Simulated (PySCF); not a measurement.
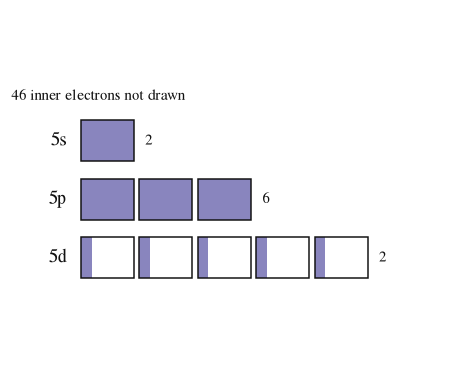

Figure 1. The outer shells of the nominal configuration: a box for each of the 2l + 1 orbitals, shaded by the share of the shell that is filled, with the electron count at the right.

**Atomic calculation for La⁺**

System: La⁺, configuration 1s2 2s2 2p6 3s2 3p6 3d10 4s2 4p6 4d10 5s2 5p6 5d2, multiplicity 3.
Method: unrestricted HF, def2-SVP with ECP46, scalar-relativistic core potential (PySCF).

### The program's output (extracts)
```
damping factor = 0
level_shift factor = 0
DIIS = <class 'pyscf.scf.diis.CDIIS'>
diis_start_cycle = 1
diis_space = 10
diis_damp = 0
SCF conv_tol = 1e-09
SCF conv_tol_grad = None
number electrons alpha = 6  beta = 4
cycle= 1 E= -30.9147736947305  delta_E= -0.00427  |g|= 0.0176  |ddm|= 0.0566
cycle= 2 E= -30.9150147378921  delta_E= -0.000241  |g|= 0.00443  |ddm|= 0.0155
cycle= 3 E= -30.9150347003199  delta_E= -2e-05  |g|= 0.000458  |ddm|= 0.00769
cycle= 4 E= -30.9150352535139  delta_E= -5.53e-07  |g|= 2.42e-05  |ddm|= 0.0026
cycle= 5 E= -30.9150352542872  delta_E= -7.73e-10  |g|= 2.45e-06  |ddm|= 8.65e-05
converged SCF energy = -30.9150352542872  <S^2> = 2.0067988  2S+1 = 3.0045291
```

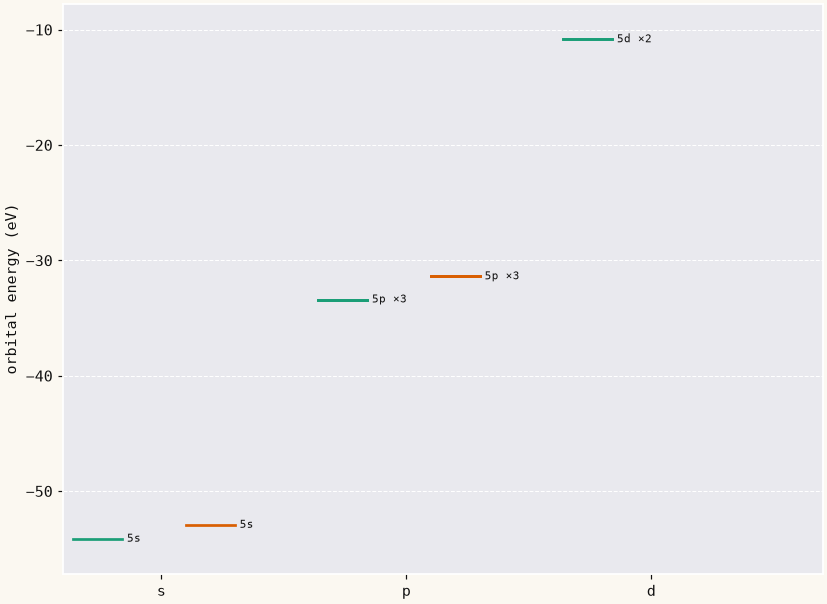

Figure 2. Orbital energies of the mean field, from the top down to −54.1 eV, by angular momentum, α spin at the left of each column and β at the right; ×n counts the orbitals under one label. The highest filled orbital is 5d α at −10.8 eV, the lowest empty one s α at −4.54 eV.

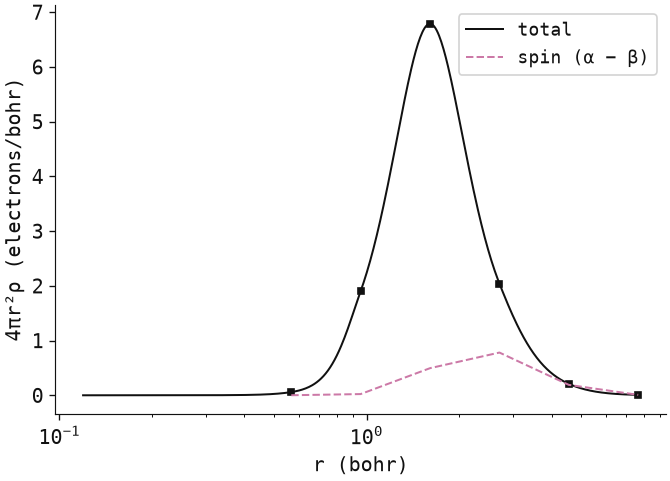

Figure 3. Spherically averaged radial density 4πr²ρ of the mean field (valence electrons alone, under a core potential) and its spin part; markers are the stored points, which are sparse, and the line is a monotone interpolation between them. The largest stored value is 6.79 electrons/bohr at r = 1.6 bohr. Root-mean-square radii of the shells: 5s 1.69, 5p 1.95, 5d 3.14 bohr.

### Input file
```python
from pyscf import gto, scf, dft, mp, cc
import basis_set_exchange as bse
txt = bse.get_basis("def2-SVP", elements=["La"], fmt="nwchem", header=False)
cut = txt.index("\nECP")
mol = gto.M(atom="La 0 0 0", charge=1, spin=2, symmetry="D2h",
            basis=gto.basis.parse(txt[:cut]),
            ecp={"La": gto.basis.parse_ecp(txt[cut:])})
mf = scf.UHF(mol)
mf.irrep_nelec = {'Ag': (2, 1), 'B1g': (1, 0), 'B1u': (1, 1), 'B2u': (1, 1), 'B3u': (1, 1)}
mf.kernel()
```

The script is an equivalent of what the driver set up; the driver started from orbitals of its own, so the log can be shorter than this script's would be, and it computed the properties (radii, ⟨L²⟩, response) afterwards. It held the occupations shell by shell, which the script's counts by irreducible representation don't always enforce.

Launched within a batch (the task file carries these settings):
```bash
OMP_NUM_THREADS=1 python <driver script> TASK.json OUT
```

### Key numbers

| quantity | value |
| --- | --- |
| outcome | converged |
| total energy (valence electrons, under a core potential) | −30.915035 hartree |
| ⟨S²⟩ | 2.007 |
| ⟨L²⟩ | 12.07 |
| SCF iterations | 5 |
| hardware | 1 thread of Arm Neoverse V1, 23 GiB of memory available, shared host |
